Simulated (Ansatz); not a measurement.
# A computed series for SnO2: response to strain

Base system: SnO2 in the rutile structure (space group P4_2/mnm, No. 136; a = 4.828 Å, c = 3.238 Å). Axes: x, y, z lie along a, b, c of the conventional cell.

Strains are applied to the cell and any free atomic positions relax; under biaxial strain the out-of-plane vector relaxes too.

Method: Kohn–Sham DFT with the PBE functional, run in Ansatz (an electronic-structure program) with PAW and 420 eV plane waves, without spin-orbit coupling.

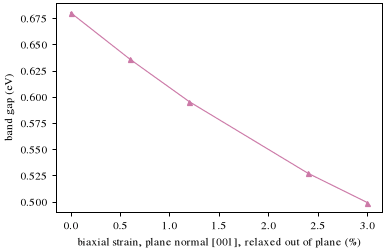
Band gap against biaxial strain, plane normal [001], relaxed out of plane

Task: From the plot, what is the band gap for biaxial strain +0.60 %, plane normal [001], relaxed out of plane?

Result: About 0.64 eV.

Task: Is the trend monotonic over the range shown?

Result: Yes, it falls throughout, spanning 0.50 eV to 0.68 eV.

No phonon test of stability was made.
